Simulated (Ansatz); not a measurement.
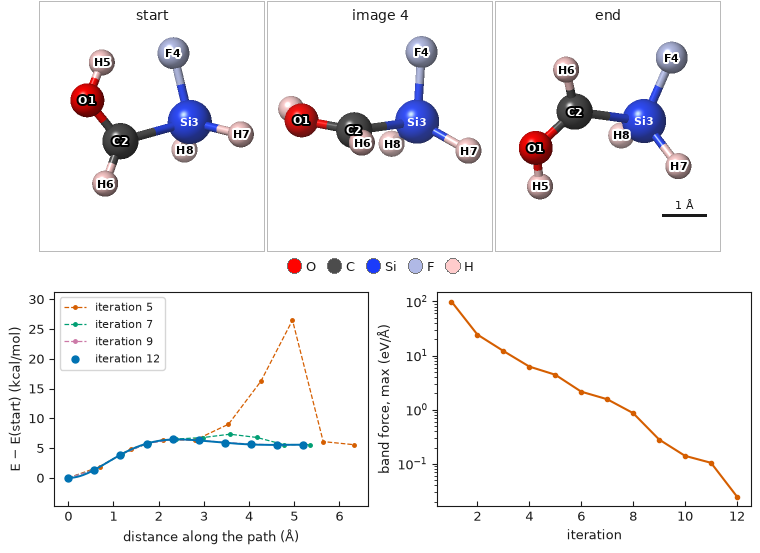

A nudged-elastic-band calculation for CH₄FOSi (charge +1). Images are numbered from 0 (start) to 9 (end). The plot follows the band through its iterations. A ball-and-stick model, seen at a tilt.

Theory: RKS PBE0/def2-SVP (Ansatz). Set-up: 8 movable images; no climbing image; force threshold 0.05 eV/Å; iteration limit 60; starting path through a guess of the saddle point.

How did the profile develop, and is the result final?

Answer. The run is converged, with reservations. The band converged in 12 iterations. The largest component of the band force went from 100 to 0.025 eV/Å. No image climbed, so the highest image needn't lie on the saddle point, and the true maximum along this path can be higher. The first iteration put the highest image at 754.1 kcal/mol. The energy climbs by 6.5 kcal/mol to image 4 and then falls by 0.9 kcal/mol, so the end point sits at +5.6 kcal/mol.
